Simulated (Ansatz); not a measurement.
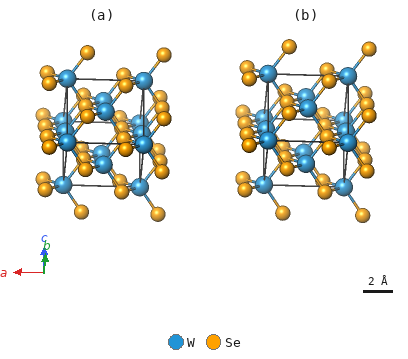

The structure of solid WSe (built on the zinc blende type) (coarse preliminary run) before (left) and after (right) a relaxation, at one scale.

A ball-and-stick model of the conventional cell (4 times the calculation's cell), seen from a free direction. Lengths and directions refer to the drawn axes.

Theory: DFT PBEsol, scalar-relativistic, plane waves, PAW in Ansatz.

Input file:
```yaml
crystal:
  lattice:
    - [0.0, 2.6782044124, 2.6782044124]
    - [2.6782044124, 0.0, 2.6782044124]
    - [2.6782044124, 2.6782044124, 0.0]
  atoms:
    - { symbol: W, position: [0.0, 0.0, 0.0], spin: 0.12 }
    - { symbol: Se, position: [0.25, 0.25, 0.25] }
basis:
  ecutwfc: 420
kpoints:
  mp_grid: { grid: [6, 6, 6] }
hamiltonian:
  xc: pbesol
scf:
  occupations: { method: gaussian, width: 0.1 }
output:
  forces: true
  stress: true
  eigenvalues: true
  populations: true
magnetization:
  spin_polarized: true
relax:
  adjacent_minimum: "off"
  f_tol: 0.05
  max_steps: 80
  cell: { stress_tol: 0.5 }
```

Command:
```bash
ansatz run input.yaml --threads 1 --pin off --max-ram 2560MiB --backend cpu --events-out ev --progress --plain --runs-dir out
```

**Summarise the run.**

No atom moves by more than 0.005 Å relative to the cell. The volume changes by +13.9 %, with a = b = c 5.356 → 5.593 Å (+4.4 %). Among the contacts that change: W1–Se2 2.319 → 2.422 Å. The space group stays F-43m (No. 216). The energy falls by 166 meV per atom in 2 accepted moves (3 points after the start). All forces vanish by symmetry, so only the cell relaxes. Pressure: 23.11 GPa at the start and −0.45 GPa at the end. At 1 point the geometry stayed and the basis and grid were re-selected for the new cell (energy shift of 0.5 meV per atom at most each time).
